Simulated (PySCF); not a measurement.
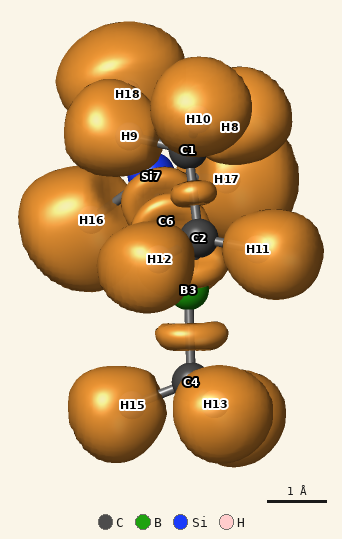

Figure. C5H11BSi. Isosurface of the ELF at 0.85 (orange), seen at an oblique angle. Only the valence region is drawn (cores and ρ < 0.01 e/Å³ removed).

Geometry: GFN2-xTB.

Method: PySCF, wB97X-D/def2-SVPD, SCF density, gas phase.

Input

```
{"job": {"kind": "uv", "xc": "wB97X-D", "basis": "def2-SVPD", "nstates": 8, "ntriplets": 3}, "charge": 0, "multiplicity": 1}
C     -0.926748     2.161903    -0.227826
C     -1.750544     0.885546    -0.051639
B     -0.957365    -0.482823    -0.138267
C     -1.730854    -1.859855    -0.090170
C      0.542527    -0.497829    -0.271814
C      1.753822    -0.515900    -0.367385
Si     3.594879    -0.558561    -0.497431
H     -0.140288     2.214939     0.521989
H     -0.455516     2.180087    -1.208232
H     -1.552742     3.048353    -0.132089
H     -2.253647     0.925239     0.920962
H     -2.561176     0.881125    -0.787811
H     -2.761486    -1.771014     0.245048
H     -1.228227    -2.591071     0.540451
H     -1.751961    -2.293986    -1.090573
H      3.967058    -1.586771    -1.474278
H      4.127045    -0.889797     0.827960
H      4.076465     0.756734    -0.930496
```

Launched as:

```sh
OMP_NUM_THREADS=1 python probes_run.py task.json out
```

> Describe the localisation domains.

At this value the surface marks out three regions between bonded B–C atoms (shared pairs), two regions between bonded C–C atoms (shared pairs), one region between bonded C–Si atoms (shared pairs) and eleven regions around hydrogen nuclei. Along the contacts the grid gives the following. C–C (1.22 Å): the ELF peaks at about 0.85 between the atoms: a short, multiple covalent bond. C–B (1.51 Å): the ELF peaks at about 1 between the atoms; localised, covalent bonding.
